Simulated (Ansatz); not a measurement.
## Run report: SiNH$_{3}$F$_{2}$, molecular dynamics (part 1 of 3)

System: SiNH$_{3}$F$_{2}$.
Method: RKS PBE0-D4/def2-SVP (Ansatz 0.2.0).

Figures and captions count atoms from 1; the log counts them from 0 in places.

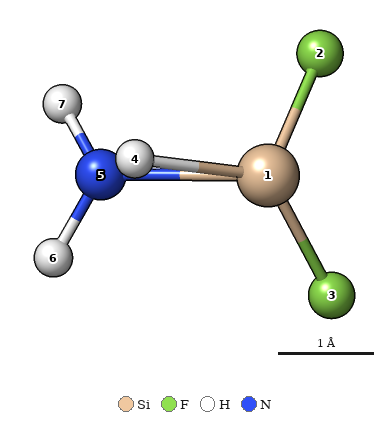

**Figure 1.** The starting structure (ball-and-stick view, seen on its broad side; atoms are numbered from 1 in the order of the input).

Summary

| quantity | value |
| --- | --- |
| outcome | finished |
| mean temperature over the second half | 1618 K |
| trajectory | 60 steps, 15 fs |
| ensemble | nve |
| temperature in the input | 200 K |
| time step | 0.25 fs |
| potential energy (last step) | −14834.0803 eV |
| mean-field energy (last step) | −14833.9886 eV |
| dispersion energy (last step) | −0.0917 eV |
| SCF solution under orbital rotations (last step) | stable |
| largest force (length of the vector) (last step) | 5.701 eV/Å |
| dipole moment (last step) | 6.66 D |
| hardware | 2 threads of Arm Neoverse V1, 23 GiB of memory available, shared host |
| wall time | 74 s (CPU time 2.3 min) |
| peak memory | 0.39 GiB |

Notes

So short a trajectory is not equilibrated.

The input
```yaml
crystal:
  periodic: [false, false, false]
  atoms:
    - {symbol: Si, position_ang: [-0.305018, -0.901488, -0.333141]}
    - {symbol: F, position_ang: [1.076699, -1.250137, -1.068800]}
    - {symbol: F, position_ang: [-1.313024, -0.473020, -1.502692]}
    - {symbol: H, position_ang: [-0.213952, -0.476311, 1.228927]}
    - {symbol: N, position_ang: [0.166320, 0.667518, 0.512539]}
    - {symbol: H, position_ang: [-0.524883, 1.398037, 0.645286]}
    - {symbol: H, position_ang: [1.113958, 1.035400, 0.517882]}
basis:
  gaussian: {orbitals: def2-SVP}
hamiltonian: {xc: pbe0, dispersion: d4}
md: {n_steps: 60, timestep: 0.25, temperature: 200, ensemble: nve, seed: 877, initial_velocities: maxwell_boltzmann}
```

Launched with:
```bash
ansatz run in.yaml --threads 2 --pin off --events-out ev --progress --plain --max-ram 4352MiB
```

The program's output
```
Functional definition: PBE0
  name "PBE0"
  cite "Adamo & Barone, J. Chem. Phys. 110, 6158 (1999) doi:10.1063/1.478522"
  cite "Perdew, Burke & Ernzerhof, Phys. Rev. Lett. 77, 3865 (1996) doi:10.1103/PhysRevLett.77.3865"
  parent pbe
  parameter a = 0.25
  parameter kappa = 0.804
  parameter beta = 0.06672455060314922
  exchange = (1 - a)*pbe_x(kappa = kappa, mu = beta*pi^2/3) + a*exact_x
  correlation = pbe_c(beta = beta)
768 factors; integrals over basis functions are off by at most 4.0e-4 eV
mean field evaluation 1: about -14826.8882 eV, gradient 5.8e1 eV
mean field evaluation 2: about -14817.0440 eV, gradient 8.7e1 eV
mean field evaluation 4: about -14832.9550 eV, gradient 5.3e0 eV
mean field evaluation 8: about -14833.0142 eV, gradient 4.0e-2 eV
mean field -14833.01424275 eV, -545.1032192428 hartree, gradient 1.2e-5 eV, S^2 0.000000; 0 other end points of the search recorded, 0 dependent functions left out
the calculation of the forces begins
reference -14833.01426505 eV, -545.1032200623 hartree; 21, 21 occupied and 54, 54 virtual orbitals, 768 factors
md step     0: t =     0.00 fs  T =   200.0 K  F+E_penalty+E_count = -14833.10617794 eV  E_kin = 0.129260 eV  conserved = -14832.97691794 eV  (25 SCF iters)
these checks for a lower state are left out or cut short: starts, cluster_reference, orbital_swaps, neighbouring_geometries, increment
768 factors; integrals over basis functions are off by at most 3.9e-4 eV
mean field evaluation 16: about -14833.0036 eV, gradient 4.3e-1 eV
mean field -14833.01369613 eV, -545.1031991550 hartree, gradient 8.7e-6 eV, S^2 0.000000; 0 other end points of the search recorded, 0 dependent functions left out
the calculation of the forces begins
reference -14833.01371841 eV, -545.1031999739 hartree; 21, 21 occupied and 54, 54 virtual orbitals, 768 factors
md step     1: t =     0.25 fs  T =   199.2 K  F+E_penalty+E_count = -14833.10565084 eV  E_kin = 0.128742 eV  conserved = -14832.97690911 eV  (24 SCF iters)
[... from here on the SCF iterations and repeated set-up lines of each step are left out, up to the last step ...]
md step     2: t =     0.50 fs  T =   196.2 K  F+E_penalty+E_count = -14833.10370883 eV  E_kin = 0.126822 eV  conserved = -14832.97688663 eV  (24 SCF iters)
md step     3: t =     0.75 fs  T =   191.7 K  F+E_penalty+E_count = -14833.10072661 eV  E_kin = 0.123874 eV  conserved = -14832.97685278 eV  (24 SCF iters)
md step     4: t =     1.00 fs  T =   186.4 K  F+E_penalty+E_count = -14833.09725540 eV  E_kin = 0.120444 eV  conserved = -14832.97681176 eV  (24 SCF iters)
md step     5: t =     1.25 fs  T =   181.3 K  F+E_penalty+E_count = -14833.09395693 eV  E_kin = 0.117188 eV  conserved = -14832.97676892 eV  (24 SCF iters)
md step     6: t =     1.50 fs  T =   177.6 K  F+E_penalty+E_count = -14833.09151807 eV  E_kin = 0.114788 eV  conserved = -14832.97673014 eV  (24 SCF iters)
md step     7: t =     1.75 fs  T =   176.2 K  F+E_penalty+E_count = -14833.09055912 eV  E_kin = 0.113858 eV  conserved = -14832.97670063 eV  (24 SCF iters)
md step     8: t =     2.00 fs  T =   177.7 K  F+E_penalty+E_count = -14833.09155281 eV  E_kin = 0.114869 eV  conserved = -14832.97668394 eV  (24 SCF iters)
md step     9: t =     2.25 fs  T =   182.7 K  F+E_penalty+E_count = -14833.09476873 eV  E_kin = 0.118087 eV  conserved = -14832.97668133 eV  (24 SCF iters)
md step    10: t =     2.50 fs  T =   191.2 K  F+E_penalty+E_count = -14833.10025360 eV  E_kin = 0.123562 eV  conserved = -14832.97669160 eV  (24 SCF iters)
md step    11: t =     2.75 fs  T =   202.9 K  F+E_penalty+E_count = -14833.10784943 eV  E_kin = 0.131138 eV  conserved = -14832.97671138 eV  (24 SCF iters)
md step    12: t =     3.00 fs  T =   217.4 K  F+E_penalty+E_count = -14833.11724466 eV  E_kin = 0.140509 eV  conserved = -14832.97673607 eV  (24 SCF iters)
md step    13: t =     3.25 fs  T =   234.1 K  F+E_penalty+E_count = -14833.12804593 eV  E_kin = 0.151285 eV  conserved = -14832.97676053 eV  (24 SCF iters)
md step    14: t =     3.50 fs  T =   252.3 K  F+E_penalty+E_count = -14833.13985728 eV  E_kin = 0.163077 eV  conserved = -14832.97678047 eV  (24 SCF iters)
md step    15: t =     3.75 fs  T =   271.6 K  F+E_penalty+E_count = -14833.15235163 eV  E_kin = 0.175559 eV  conserved = -14832.97679236 eV  (24 SCF iters)
md step    16: t =     4.00 fs  T =   291.7 K  F+E_penalty+E_count = -14833.16532698 eV  E_kin = 0.188533 eV  conserved = -14832.97679408 eV  (24 SCF iters)
md step    17: t =     4.25 fs  T =   312.5 K  F+E_penalty+E_count = -14833.17874123 eV  E_kin = 0.201956 eV  conserved = -14832.97678498 eV  (24 SCF iters)
md step    18: t =     4.50 fs  T =   334.1 K  F+E_penalty+E_count = -14833.19272551 eV  E_kin = 0.215960 eV  conserved = -14832.97676555 eV  (24 SCF iters)
md step    19: t =     4.75 fs  T =   357.2 K  F+E_penalty+E_count = -14833.20757918 eV  E_kin = 0.230842 eV  conserved = -14832.97673718 eV  (24 SCF iters)
md step    20: t =     5.00 fs  T =   382.3 K  F+E_penalty+E_count = -14833.22375059 eV  E_kin = 0.247049 eV  conserved = -14832.97670189 eV  (25 SCF iters)
md step    21: t =     5.25 fs  T =   410.3 K  F+E_penalty+E_count = -14833.24180730 eV  E_kin = 0.265145 eV  conserved = -14832.97666190 eV  (29 SCF iters)
md step    22: t =     5.50 fs  T =   442.2 K  F+E_penalty+E_count = -14833.26240021 eV  E_kin = 0.285780 eV  conserved = -14832.97662050 eV  (29 SCF iters)
md step    23: t =     5.75 fs  T =   479.1 K  F+E_penalty+E_count = -14833.28621914 eV  E_kin = 0.309638 eV  conserved = -14832.97658072 eV  (28 SCF iters)
md step    24: t =     6.00 fs  T =   522.0 K  F+E_penalty+E_count = -14833.31394404 eV  E_kin = 0.337398 eV  conserved = -14832.97654646 eV  (28 SCF iters)
md step    25: t =     6.25 fs  T =   572.0 K  F+E_penalty+E_count = -14833.34618669 eV  E_kin = 0.369664 eV  conserved = -14832.97652240 eV  (28 SCF iters)
md step    26: t =     6.50 fs  T =   629.6 K  F+E_penalty+E_count = -14833.38342206 eV  E_kin = 0.406908 eV  conserved = -14832.97651366 eV  (29 SCF iters)
md step    27: t =     6.75 fs  T =   695.3 K  F+E_penalty+E_count = -14833.42590976 eV  E_kin = 0.449382 eV  conserved = -14832.97652729 eV  (29 SCF iters)
md step    28: t =     7.00 fs  T =   769.0 K  F+E_penalty+E_count = -14833.47360113 eV  E_kin = 0.497031 eV  conserved = -14832.97656989 eV  (28 SCF iters)
md step    29: t =     7.25 fs  T =   850.1 K  F+E_penalty+E_count = -14833.52604275 eV  E_kin = 0.549394 eV  conserved = -14832.97664847 eV  (27 SCF iters)
md step    30: t =     7.50 fs  T =   936.9 K  F+E_penalty+E_count = -14833.58228091 eV  E_kin = 0.605512 eV  conserved = -14832.97676870 eV  (28 SCF iters)
md step    31: t =     7.75 fs  T =  1027.2 K  F+E_penalty+E_count = -14833.64078713 eV  E_kin = 0.663854 eV  conserved = -14832.97693289 eV  (27 SCF iters)
md step    32: t =     8.00 fs  T =  1117.6 K  F+E_penalty+E_count = -14833.69943378 eV  E_kin = 0.722296 eV  conserved = -14832.97713824 eV  (27 SCF iters)
md step    33: t =     8.25 fs  T =  1204.1 K  F+E_penalty+E_count = -14833.75555446 eV  E_kin = 0.778182 eV  conserved = -14832.97737198 eV  (27 SCF iters)
md step    34: t =     8.50 fs  T =  1282.0 K  F+E_penalty+E_count = -14833.80614005 eV  E_kin = 0.828530 eV  conserved = -14832.97760971 eV  (27 SCF iters)
md step    35: t =     8.75 fs  T =  1346.7 K  F+E_penalty+E_count = -14833.84820539 eV  E_kin = 0.870392 eV  conserved = -14832.97781364 eV  (27 SCF iters)
md step    36: t =     9.00 fs  T =  1394.7 K  F+E_penalty+E_count = -14833.87934060 eV  E_kin = 0.901404 eV  conserved = -14832.97793664 eV  (28 SCF iters)
md step    37: t =     9.25 fs  T =  1424.2 K  F+E_penalty+E_count = -14833.89839231 eV  E_kin = 0.920462 eV  conserved = -14832.97793028 eV  (28 SCF iters)
md step    38: t =     9.50 fs  T =  1436.4 K  F+E_penalty+E_count = -14833.90613665 eV  E_kin = 0.928374 eV  conserved = -14832.97776235 eV  (26 SCF iters)
md step    39: t =     9.75 fs  T =  1436.3 K  F+E_penalty+E_count = -14833.90569754 eV  E_kin = 0.928260 eV  conserved = -14832.97743718 eV  (28 SCF iters)
md step    40: t =    10.00 fs  T =  1431.9 K  F+E_penalty+E_count = -14833.90242183 eV  E_kin = 0.925411 eV  conserved = -14832.97701043 eV  (28 SCF iters)
md step    41: t =    10.25 fs  T =  1433.4 K  F+E_penalty+E_count = -14833.90301113 eV  E_kin = 0.926424 eV  conserved = -14832.97658711 eV  (27 SCF iters)
md step    42: t =    10.50 fs  T =  1450.8 K  F+E_penalty+E_count = -14833.91396875 eV  E_kin = 0.937678 eV  conserved = -14832.97629119 eV  (27 SCF iters)
md step    43: t =    10.75 fs  T =  1490.9 K  F+E_penalty+E_count = -14833.93979249 eV  E_kin = 0.963573 eV  conserved = -14832.97621916 eV  (27 SCF iters)
md step    44: t =    11.00 fs  T =  1555.3 K  F+E_penalty+E_count = -14833.98158416 eV  E_kin = 1.005186 eV  conserved = -14832.97639830 eV  (27 SCF iters)
md step    45: t =    11.25 fs  T =  1639.9 K  F+E_penalty+E_count = -14834.03666206 eV  E_kin = 1.059886 eV  conserved = -14832.97677610 eV  (27 SCF iters)
md step    46: t =    11.50 fs  T =  1736.2 K  F+E_penalty+E_count = -14834.09932777 eV  E_kin = 1.122082 eV  conserved = -14832.97724580 eV  (27 SCF iters)
md step    47: t =    11.75 fs  T =  1833.1 K  F+E_penalty+E_count = -14834.16242565 eV  E_kin = 1.184734 eV  conserved = -14832.97769173 eV  (27 SCF iters)
md step    48: t =    12.00 fs  T =  1920.2 K  F+E_penalty+E_count = -14834.21905273 eV  E_kin = 1.241025 eV  conserved = -14832.97802813 eV  (27 SCF iters)
md step    49: t =    12.25 fs  T =  1989.2 K  F+E_penalty+E_count = -14834.26385550 eV  E_kin = 1.285639 eV  conserved = -14832.97821600 eV  (27 SCF iters)
md step    50: t =    12.50 fs  T =  2035.3 K  F+E_penalty+E_count = -14834.29365640 eV  E_kin = 1.315398 eV  conserved = -14832.97825817 eV  (27 SCF iters)
md step    51: t =    12.75 fs  T =  2056.8 K  F+E_penalty+E_count = -14834.30746576 eV  E_kin = 1.329283 eV  conserved = -14832.97818302 eV  (27 SCF iters)
md step    52: t =    13.00 fs  T =  2054.9 K  F+E_penalty+E_count = -14834.30610365 eV  E_kin = 1.328076 eV  conserved = -14832.97802761 eV  (28 SCF iters)
md step    53: t =    13.25 fs  T =  2032.9 K  F+E_penalty+E_count = -14834.29167029 eV  E_kin = 1.313843 eV  conserved = -14832.97782683 eV  (27 SCF iters)
md step    54: t =    13.50 fs  T =  1995.1 K  F+E_penalty+E_count = -14834.26703215 eV  E_kin = 1.289424 eV  conserved = -14832.97760790 eV  (27 SCF iters)
md step    55: t =    13.75 fs  T =  1946.5 K  F+E_penalty+E_count = -14834.23540830 eV  E_kin = 1.258018 eV  conserved = -14832.97738988 eV  (28 SCF iters)
md step    56: t =    14.00 fs  T =  1892.1 K  F+E_penalty+E_count = -14834.20007431 eV  E_kin = 1.222890 eV  conserved = -14832.97718443 eV  (28 SCF iters)
md step    57: t =    14.25 fs  T =  1836.9 K  F+E_penalty+E_count = -14834.16417044 eV  E_kin = 1.187172 eV  conserved = -14832.97699806 eV  (28 SCF iters)
md step    58: t =    14.50 fs  T =  1785.2 K  F+E_penalty+E_count = -14834.13058581 eV  E_kin = 1.153752 eV  conserved = -14832.97683416 eV  (26 SCF iters)
md step    59: t =    14.75 fs  T =  1741.0 K  F+E_penalty+E_count = -14834.10189232 eV  E_kin = 1.125198 eV  conserved = -14832.97669421 eV  (29 SCF iters)
these checks for a lower state are left out or cut short: starts, cluster_reference, orbital_swaps, neighbouring_geometries, increment
768 factors; integrals over basis functions are off by at most 6.5e-4 eV
mean field -14833.98858627 eV, -545.1390257069 hartree, gradient 9.1e-6 eV, S^2 0.000000; 0 other end points of the search recorded, 0 dependent functions left out
the calculation of the forces begins
reference -14833.98860989 eV, -545.1390265748 hartree; 21, 21 occupied and 54, 54 virtual orbitals, 768 factors
768 factors; integrals over basis functions are off by at most 6.5e-4 eV
mean field -14833.98858627 eV, -545.1390257069 hartree, gradient 9.1e-6 eV, S^2 0.000000; 1 other end points of the search recorded, 0 dependent functions left out
the calculation of the forces begins
reference -14833.98860989 eV, -545.1390265748 hartree; 21, 21 occupied and 54, 54 virtual orbitals, 768 factors
md step    60: t =    15.00 fs  T =  1707.8 K  F+E_penalty+E_count = -14834.08030830 eV  E_kin = 1.103729 eV  conserved = -14832.97657889 eV  (26 SCF iters)
```

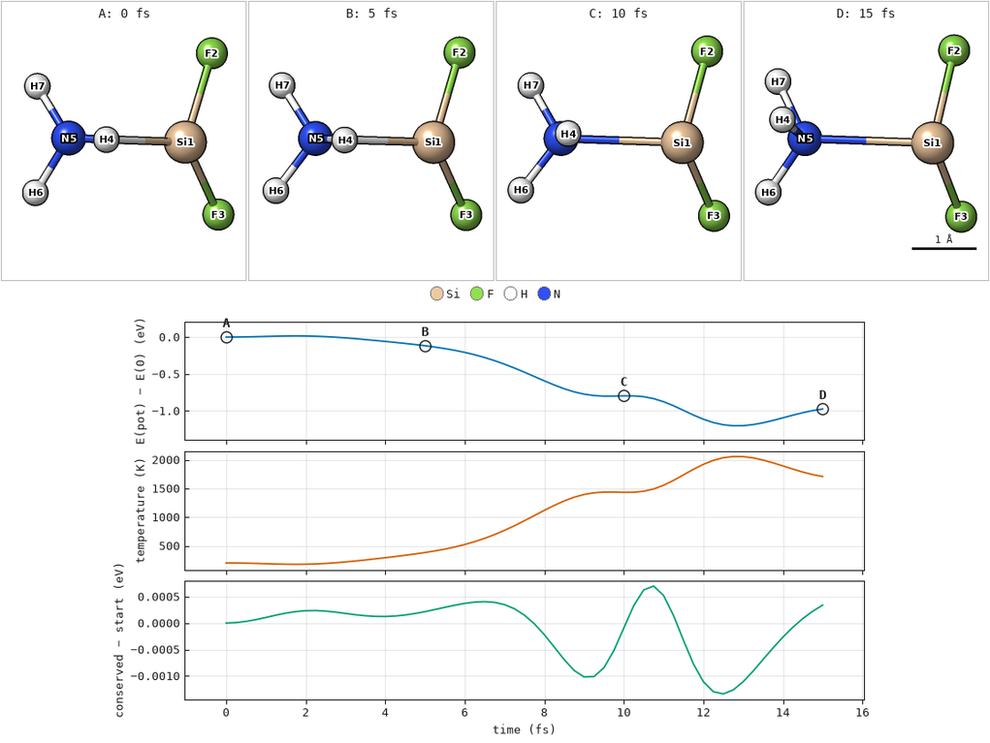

**Figure 2.** Frames of the molecular dynamics (ball-and-stick, seen at a tilt) above the curves, on which the letters mark them. The trajectory kept here has 61 frames over 15 fs. The temperature starts at 200 K, ranges from 176 to 2057 K and averages 1618 K over the second half. The potential energy ends 0.974 eV below its first value. The conserved quantity stays within 0.002 eV. After an unweighted best fit of the last frame on the first, the root-mean-square displacement is 0.34 Å, and H4 has moved furthest (0.75 Å).

```
Total energy: -14834.08033192 eV, -545.1423972973 hartree
Atom 0 at    -0.349701    -0.998061    -0.333952 Å, force    -0.476792    -1.948936    -0.047363 eV/Å
Atom 1 at     1.127441    -1.243813    -1.089825 Å, force    -0.524534     0.776055     0.144569 eV/Å
Atom 2 at    -1.334952    -0.442394    -1.546252 Å, force     0.618602     0.491806     0.077318 eV/Å
Atom 3 at     0.315391     0.349442     1.670868 Å, force    -1.093756     0.971798    -3.759307 eV/Å
Atom 4 at     0.171031     0.742843     0.563443 Å, force     2.596077    -0.893127     4.996185 eV/Å
Atom 5 at    -0.493421     1.509377     0.728347 Å, force     0.278411     0.244436    -0.482268 eV/Å
Atom 6 at     1.189569     1.045916     0.525374 Å, force    -1.398008     0.357969    -0.929134 eV/Å
Dipole moment:     0.303185     1.028555     0.877800 e Å
```

Trajectory as extended XYZ (Å, eV, eV/Å), 61 frames, from step=0 to step=60
```
7
Properties=species:S:1:pos:R:3:forces:R:3 step=0 time_fs=0.0 energy=-14833.10618 temperature=200.0
Si   -0.3050   -0.9015   -0.3331   -0.3863  -0.5359   0.9221
F     1.0767   -1.2501   -1.0688    0.8168  -0.1612  -0.4243
F    -1.3130   -0.4730   -1.5027   -0.5781   0.2927  -0.7102
H    -0.2140   -0.4763    1.2289    0.0285   0.0668   0.0081
N     0.1663    0.6675    0.5125    0.0277  -0.0163   0.1675
H    -0.5249    1.3980    0.6453   -0.2095   0.2189   0.0410
H     1.1140    1.0354    0.5179    0.3010   0.1350  -0.0043
7
Properties=species:S:1:pos:R:3:forces:R:3 step=1 time_fs=0.2 energy=-14833.10565 temperature=199.2
Si   -0.3052   -0.9020   -0.3333   -0.4106  -0.5698   0.9267
F     1.0770   -1.2503   -1.0689    0.8131  -0.1472  -0.4210
F    -1.3131   -0.4729   -1.5028   -0.5734   0.3008  -0.7177
H    -0.2135   -0.4707    1.2305    0.0603   0.1005  -0.0183
N     0.1667    0.6680    0.5124   -0.2996  -0.0006   0.2228
H    -0.5239    1.4017    0.6531   -0.1341   0.1088   0.0063
H     1.1089    1.0351    0.5192    0.5444   0.2075   0.0012
7
Properties=species:S:1:pos:R:3:forces:R:3 step=2 time_fs=0.5 energy=-14833.10371 temperature=196.2
Si   -0.3054   -0.9025   -0.3335   -0.4344  -0.6042   0.9284
F     1.0774   -1.2504   -1.0689    0.8081  -0.1329  -0.4171
F    -1.3133   -0.4729   -1.5029   -0.5677   0.3085  -0.7241
H    -0.2131   -0.4651    1.2321    0.0925   0.1351  -0.0444
N     0.1670    0.6684    0.5122   -0.6210   0.0199   0.2813
H    -0.5229    1.4054    0.6610   -0.0565  -0.0037  -0.0310
H     1.1042    1.0349    0.5206    0.7791   0.2773   0.0070
7
Properties=species:S:1:pos:R:3:forces:R:3 step=3 time_fs=0.8 energy=-14833.10073 temperature=191.7
Si   -0.3057   -0.9031   -0.3337   -0.4579  -0.6396   0.9268
F     1.0778   -1.2505   -1.0690    0.8019  -0.1182  -0.4127
F    -1.3134   -0.4728   -1.5031   -0.5611   0.3159  -0.7295
H    -0.2126   -0.4594    1.2337    0.1251   0.1708  -0.0699
N     0.1674    0.6688    0.5121   -0.9247   0.0450   0.3425
H    -0.5220    1.4091    0.6688    0.0203  -0.1152  -0.0703
H     1.0999    1.0349    0.5219    0.9964   0.3412   0.0131
```
